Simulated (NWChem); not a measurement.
## Run report: SiH3Cl, energy and gradient calculation (part 3 of 3)

The same run, continued: SiH3Cl, SMILES [SiH3]Cl; B3LYP/6-31G*, RKS (NWChem 7.3.0). The geometry comes from this level: PBE0-D4/def2-TZVP.

Geometry of the input (Å):
```
Si -0.1120  0.0186  -0.0309
Cl 1.8383  -0.5135  0.3299
H  -0.9509  -0.4883  1.0791
H  -0.5347  -0.5857  -1.3149
H  -0.1908  1.4954  -0.1047
```

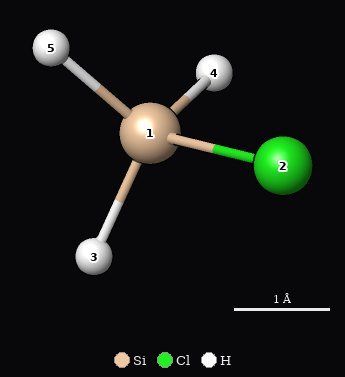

*The input geometry (ball-and-stick view, seen at a tilt; atoms are numbered from 1 in the order of the input).*

## What the program printed, continued
```
 Vector   29  Occ=0.000000D+00  E= 5.344229D-01
              MO Center=  6.0D-01, -1.6D-01,  5.7D-02, r^2= 2.8D+00
   Bfn.  Coefficient  Atom+Function         Bfn.  Coefficient  Atom+Function
  ----- ------------  ---------------      ----- ------------  ---------------
    15      1.126223  1 Si dxy               16      0.760206  1 Si dxz
    31     -0.546282  2 Cl py                34     -0.436354  2 Cl dxy
    32     -0.371522  2 Cl pz                27      0.369647  2 Cl py
    42     -0.340868  4 H  s                 35     -0.330596  2 Cl dxz
    44      0.313233  5 H  s                 28      0.251391  2 Cl pz

 Vector   30  Occ=0.000000D+00  E= 5.344257D-01
              MO Center=  5.8D-01, -1.9D-01,  1.4D-01, r^2= 2.8D+00
   Bfn.  Coefficient  Atom+Function         Bfn.  Coefficient  Atom+Function
  ----- ------------  ---------------      ----- ------------  ---------------
    16      0.898358  1 Si dxz               18     -0.649815  1 Si dyz
    15     -0.569610  1 Si dxy               32     -0.539726  2 Cl pz
    35     -0.443521  2 Cl dxz               40      0.377488  3 H  s
    14     -0.370796  1 Si dxx               28      0.365204  2 Cl pz
    31      0.338786  2 Cl py                19      0.278949  1 Si dzz

 Vector   31  Occ=0.000000D+00  E= 5.791430D-01
              MO Center=  9.4D-01, -2.7D-01,  1.6D-01, r^2= 3.8D+00
   Bfn.  Coefficient  Atom+Function         Bfn.  Coefficient  Atom+Function
  ----- ------------  ---------------      ----- ------------  ---------------
    29      3.101927  2 Cl s                 10     -2.017032  1 Si s
    25     -1.318412  2 Cl s                 11     -1.205909  1 Si px
    30     -0.992807  2 Cl px                 6      0.506138  1 Si s
    14     -0.499904  1 Si dxx               33     -0.421798  2 Cl dxx
    15      0.376407  1 Si dxy               12      0.329016  1 Si py

 Vector   32  Occ=0.000000D+00  E= 6.530487D-01
              MO Center= -2.1D-01, -8.0D-03, -7.3D-02, r^2= 3.2D+00
   Bfn.  Coefficient  Atom+Function         Bfn.  Coefficient  Atom+Function
  ----- ------------  ---------------      ----- ------------  ---------------
    42     -1.434238  4 H  s                 18      1.366531  1 Si dyz
    13     -1.216748  1 Si pz                40      1.092729  3 H  s
    16      0.652216  1 Si dxz               32      0.454528  2 Cl pz
    41      0.343597  4 H  s                 44      0.341232  5 H  s
    12     -0.328069  1 Si py                39     -0.261811  3 H  s

 Vector   33  Occ=0.000000D+00  E= 6.530521D-01
              MO Center= -1.9D-01,  9.5D-02, -2.2D-02, r^2= 3.2D+00
   Bfn.  Coefficient  Atom+Function         Bfn.  Coefficient  Atom+Function
  ----- ------------  ---------------      ----- ------------  ---------------
    44      1.459050  5 H  s                 12     -1.179455  1 Si py
    40     -1.024912  3 H  s                 17     -0.800541  1 Si dyy
    19      0.712445  1 Si dzz               31      0.440605  2 Cl py
    42     -0.433881  4 H  s                 16     -0.402914  1 Si dxz
    11     -0.372827  1 Si px                43     -0.349542  5 H  s

 Vector   34  Occ=0.000000D+00  E= 7.045628D-01
              MO Center=  5.3D-01, -1.6D-01,  8.8D-02, r^2= 3.3D+00
   Bfn.  Coefficient  Atom+Function         Bfn.  Coefficient  Atom+Function
  ----- ------------  ---------------      ----- ------------  ---------------
    10      2.527726  1 Si s                 29     -1.844564  2 Cl s
    30      1.217972  2 Cl px                25      0.965894  2 Cl s
    40     -0.930037  3 H  s                 42     -0.930027  4 H  s
    44     -0.929947  5 H  s                 26     -0.770154  2 Cl px
    14     -0.500829  1 Si dxx               15      0.484226  1 Si dxy

 Vector   35  Occ=0.000000D+00  E= 8.658575D-01
              MO Center=  1.8D+00, -5.1D-01,  3.3D-01, r^2= 7.7D-01
   Bfn.  Coefficient  Atom+Function         Bfn.  Coefficient  Atom+Function
  ----- ------------  ---------------      ----- ------------  ---------------
    37      1.414237  2 Cl dyz               36      0.444902  2 Cl dyy
    35      0.433657  2 Cl dxz               38     -0.428627  2 Cl dzz
    39      0.135401  3 H  s                 40     -0.115544  3 H  s
    43     -0.068345  5 H  s                 41     -0.067021  4 H  s
    44      0.058313  5 H  s                 42      0.057176  4 H  s

 Vector   36  Occ=0.000000D+00  E= 8.658587D-01
              MO Center=  1.8D+00, -5.0D-01,  3.2D-01, r^2= 7.7D-01
   Bfn.  Coefficient  Atom+Function         Bfn.  Coefficient  Atom+Function
  ----- ------------  ---------------      ----- ------------  ---------------
    37      0.869268  2 Cl dyz               38      0.711297  2 Cl dzz
    36     -0.626805  2 Cl dyy               34     -0.614521  2 Cl dxy
    41     -0.117604  4 H  s                 43      0.116857  5 H  s
    42      0.100344  4 H  s                 44     -0.099726  5 H  s
    35     -0.091777  2 Cl dxz               33     -0.084491  2 Cl dxx

 Vector   37  Occ=0.000000D+00  E= 9.411671D-01
              MO Center=  1.6D+00, -4.2D-01,  2.5D-01, r^2= 1.4D+00
   Bfn.  Coefficient  Atom+Function         Bfn.  Coefficient  Atom+Function
  ----- ------------  ---------------      ----- ------------  ---------------
    34      1.224190  2 Cl dxy               35      0.759218  2 Cl dxz
    15      0.585647  1 Si dxy               36     -0.419136  2 Cl dyy
    16      0.301692  1 Si dxz               31     -0.258467  2 Cl py
    33      0.224030  2 Cl dxx               38      0.195105  2 Cl dzz
    43     -0.166809  5 H  s                 41      0.160918  4 H  s

 Vector   38  Occ=0.000000D+00  E= 9.411748D-01
              MO Center=  1.5D+00, -4.5D-01,  3.0D-01, r^2= 1.4D+00
   Bfn.  Coefficient  Atom+Function         Bfn.  Coefficient  Atom+Function
  ----- ------------  ---------------      ----- ------------  ---------------
    35      1.289159  2 Cl dxz               34     -0.531514  2 Cl dxy
    18     -0.456632  1 Si dyz               33     -0.424778  2 Cl dxx
    16      0.374878  1 Si dxz               37     -0.362123  2 Cl dyz
    32     -0.257045  2 Cl pz                36      0.212214  2 Cl dyy
    38      0.212571  2 Cl dzz               15     -0.198319  1 Si dxy

 Vector   39  Occ=0.000000D+00  E= 9.744426D-01
              MO Center= -8.5D-02,  1.1D-02, -2.6D-02, r^2= 4.3D+00
   Bfn.  Coefficient  Atom+Function         Bfn.  Coefficient  Atom+Function
  ----- ------------  ---------------      ----- ------------  ---------------
    10      2.305700  1 Si s                 40     -1.347570  3 H  s
    42     -1.347296  4 H  s                 44     -1.347327  5 H  s
     6     -0.844857  1 Si s                 39      0.725576  3 H  s
    41      0.725290  4 H  s                 43      0.725358  5 H  s
    33      0.354677  2 Cl dxx               34     -0.303115  2 Cl dxy

 Vector   40  Occ=0.000000D+00  E= 1.130838D+00
              MO Center= -5.2D-01,  2.7D-02,  4.0D-01, r^2= 2.2D+00
   Bfn.  Coefficient  Atom+Function         Bfn.  Coefficient  Atom+Function
  ----- ------------  ---------------      ----- ------------  ---------------
    39      1.083423  3 H  s                 40     -1.018457  3 H  s
    16      0.740295  1 Si dxz               43     -0.698601  5 H  s
    44      0.656748  5 H  s                 13      0.407170  1 Si pz
    18      0.394653  1 Si dyz               17      0.386763  1 Si dyy
    41     -0.385032  4 H  s                 42      0.361954  4 H  s

 Vector   41  Occ=0.000000D+00  E= 1.130898D+00
              MO Center= -3.0D-01,  1.7D-01, -5.8D-01, r^2= 2.2D+00
   Bfn.  Coefficient  Atom+Function         Bfn.  Coefficient  Atom+Function
  ----- ------------  ---------------      ----- ------------  ---------------
    41      1.028912  4 H  s                 42     -0.967219  4 H  s
    43     -0.847797  5 H  s                 44      0.796944  5 H  s
    18     -0.518544  1 Si dyz               16     -0.469959  1 Si dxz
    17      0.429237  1 Si dyy               12     -0.415017  1 Si py
    19     -0.402790  1 Si dzz               13     -0.339883  1 Si pz

 Vector   42  Occ=0.000000D+00  E= 1.300230D+00
              MO Center=  1.1D+00, -3.0D-01,  1.8D-01, r^2= 2.4D+00
   Bfn.  Coefficient  Atom+Function         Bfn.  Coefficient  Atom+Function
  ----- ------------  ---------------      ----- ------------  ---------------
    10      1.928791  1 Si s                 29     -1.859813  2 Cl s
    30      0.963891  2 Cl px                33     -0.703714  2 Cl dxx
     7      0.671272  1 Si px                34      0.655261  2 Cl dxy
    40     -0.636794  3 H  s                 42     -0.636951  4 H  s
    44     -0.636879  5 H  s                 14      0.593826  1 Si dxx

 Vector   43  Occ=0.000000D+00  E= 2.864989D+00
              MO Center= -1.2D-01,  2.0D-02, -3.2D-02, r^2= 1.3D+00
   Bfn.  Coefficient  Atom+Function         Bfn.  Coefficient  Atom+Function
  ----- ------------  ---------------      ----- ------------  ---------------
     6      8.084935  1 Si s                 14     -3.274224  1 Si dxx
    17     -3.253358  1 Si dyy               19     -3.252449  1 Si dzz
    10     -0.640968  1 Si s                  2     -0.570008  1 Si s
     1      0.163123  1 Si s                 25      0.162294  2 Cl s
    40     -0.160962  3 H  s                 42     -0.161014  4 H  s

 Vector   44  Occ=0.000000D+00  E= 4.256368D+00
              MO Center=  1.8D+00, -5.1D-01,  3.3D-01, r^2= 6.8D-01
   Bfn.  Coefficient  Atom+Function         Bfn.  Coefficient  Atom+Function
  ----- ------------  ---------------      ----- ------------  ---------------
    25      5.423797  2 Cl s                 36     -2.483340  2 Cl dyy
    38     -2.484419  2 Cl dzz               33     -2.458518  2 Cl dxx
    21     -0.820489  2 Cl s                 29      0.529386  2 Cl s
    10     -0.483393  1 Si s                  6     -0.380683  1 Si s
    30     -0.232930  2 Cl px                14      0.173556  1 Si dxx

     ---------------------------------------------
      Total Density - Mulliken Population Analysis
     ---------------------------------------------

    Atom       Charge   Shell Charges
 -----------   ------   -------------------------------------------------------
    1 Si  14    13.59   2.00  1.99  5.96  1.05  1.89  0.23  0.29  0.18
    2 Cl  17    17.26   2.00  1.99  5.97  1.45  3.65  0.56  1.67 -0.03
    3 H    1     1.05   0.51  0.54
    4 H    1     1.05   0.51  0.54
    5 H    1     1.05   0.51  0.54

     -------------------------------------------
      Total Density - Lowdin Population Analysis
     -------------------------------------------

    Atom       Charge   Shell Charges
 -----------   ------   -------------------------------------------------------
    1 Si  14    13.75   2.00  1.98  5.89  0.41  1.69  0.30  0.79  0.70
    2 Cl  17    17.19   2.00  1.98  5.91  0.66  3.39  0.45  2.03  0.78
    3 H    1     1.02   0.51  0.52
    4 H    1     1.02   0.50  0.52
    5 H    1     1.01   0.50  0.51

 center of mass
 --------------
 x =   1.70327344 y =  -0.48730205 z =   0.29586769

 moments of inertia (a.u.)
 ------------------
          45.802052986454          61.560571873015         -41.741956533313
          61.560571873015         254.645027951691          11.388795859001
         -41.741956533313          11.388795859001         263.718594129886

     Multipole analysis of the density
     ---------------------------------

     L   x y z        total         alpha         beta         nuclear
     -   - - -        -----         -----         ----         -------
     0   0 0 0     -0.000000    -17.000000    -17.000000     34.000000

     1   1 0 0     -0.627649    -26.776319    -26.776319     52.924989
     1   0 1 0      0.171286      7.689617      7.689617    -15.207948
     1   0 0 1     -0.116196     -4.626699     -4.626699      9.137203

     2   2 0 0    -22.193138   -116.176980   -116.176980    210.160822
     2   1 1 0      0.450814     28.051906     28.051906    -55.652997
     2   1 0 1     -0.283925    -18.095715    -18.095715     35.907504
     2   0 2 0    -20.719434    -23.403287    -23.403287     26.087140
     2   0 1 1      0.080154      5.041825      5.041825    -10.003495
     2   0 0 2    -20.642912    -18.834742    -18.834742     17.026572

            General Information
            -------------------
          SCF calculation type: DFT
          Wavefunction type:  closed shell.
          No. of atoms     :     5
          No. of electrons :    34
           Alpha electrons :    17
            Beta electrons :    17
          Charge           :     0
          Spin multiplicity:     1
          Use of symmetry is: off; symmetry adaption is: off
          Maximum number of iterations: 100
          AO basis - number of functions:    44
                     number of shells:    22
          Convergence on energy requested:  1.00D-08
          Convergence on density requested:  1.00D-05
          Convergence on gradient requested:  5.00D-04

              XC Information
              --------------
                         B3LYP Method XC Potential
                     Hartree-Fock (Exact) Exchange  0.200
                        Slater Exchange Functional  0.800 local
                    Becke 1988 Exchange Functional  0.720 non-local
              Lee-Yang-Parr Correlation Functional  0.810
                  VWN I RPA Correlation Functional  0.190 local

             Grid Information
             ----------------
          Grid used for XC integration:  xfine
          Radial quadrature: Mura-Knowles
          Angular quadrature: Lebedev.
          Tag              B.-S. Rad. Rad. Pts. Rad. Cut. Ang. Pts.
          ---              ---------- --------- --------- ---------
          Si                  1.10      125           8.0      1454
          Cl                  1.00      125           9.0      1454
          H                   0.35      100           9.0      1202
          Grid pruning is: on
          Number of quadrature shells:   550
          Spatial weights used:  Erf1

          Convergence Information
          -----------------------
          Convergence aids based upon iterative change in
          total energy or number of iterations.
          Levelshifting, if invoked, occurs when the
          HOMO/LUMO gap drops below (HL_TOL):  1.00D-02
          DIIS, if invoked, will attempt to extrapolate
          using up to (NFOCK): 10 stored Fock matrices.

                    Damping( 0%)  Levelshifting(0.5)       DIIS
                  --------------- ------------------- ---------------
          dE  on:    start            ASAP                start
          dE off:    2 iters        100 iters           100 iters

      Screening Tolerance Information
      -------------------------------
          Density screening/tol_rho:  1.00D-11
          AO Gaussian exp screening on grid/accAOfunc:  18
          CD Gaussian exp screening on grid/accCDfunc:  20
          XC Gaussian exp screening on grid/accXCfunc:  20
          Schwarz screening/accCoul:  1.00D-09

                            NWChem DFT Gradient Module
                            --------------------------

                                   ClH3Si B3LYP

  charge          =   0.00
  wavefunction    = closed shell

                         DFT ENERGY GRADIENTS

    atom               coordinates                        gradient
                 x          y          z           x          y          z
   1 Si     -0.211649   0.035149  -0.058393    0.006965  -0.001888   0.001254
   2 Cl      3.473883  -0.970374   0.623421   -0.008868   0.002418  -0.001638
   3 H      -1.796940  -0.922753   2.039203    0.000693  -0.000077  -0.000067
   4 H      -1.010436  -1.106813  -2.484801    0.000635  -0.000046   0.000334
   5 H      -0.360560   2.825896  -0.197854    0.000574  -0.000406   0.000117

                 ----------------------------------------
                 |  Time  |  1-e(secs)   |  2-e(secs)   |
                 ----------------------------------------
                 |  CPU   |       0.00   |       1.51   |
                 ----------------------------------------
                 |  WALL  |       0.00   |       1.51   |
                 ----------------------------------------

 Task  times  cpu:       10.3s     wall:       10.3s
 Total times  cpu:       10.3s     wall:       10.3s
```

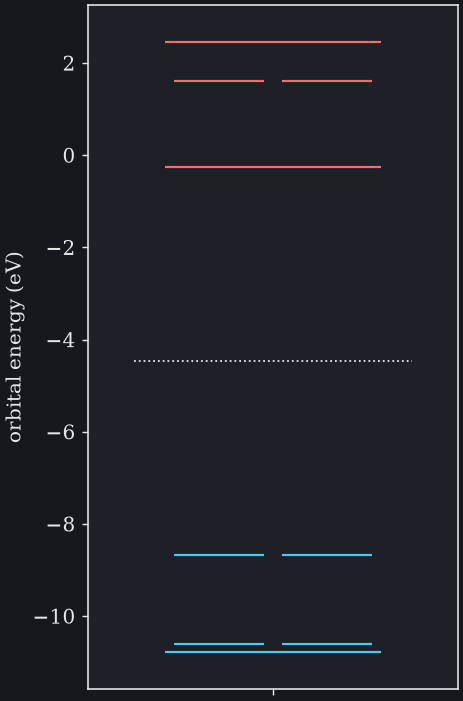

*Orbital energies near the frontier; the dotted line parts filled from empty levels, and levels within 0.02 eV of each other stand side by side.*

Highest filled −8.66 eV, lowest empty −0.25 eV, 8.41 eV apart.

## Key numbers

| quantity | value |
| --- | --- |
| outcome | converged |
| total energy | −751.530835 hartree |
| basis functions | 44 |
| largest force | 0.480 eV/Å |
| HOMO | −8.66 eV |
| LUMO | −0.25 eV |
| dipole moment | 1.68 D |
| wall time | 11 s |
| peak memory | 0.13 GiB |
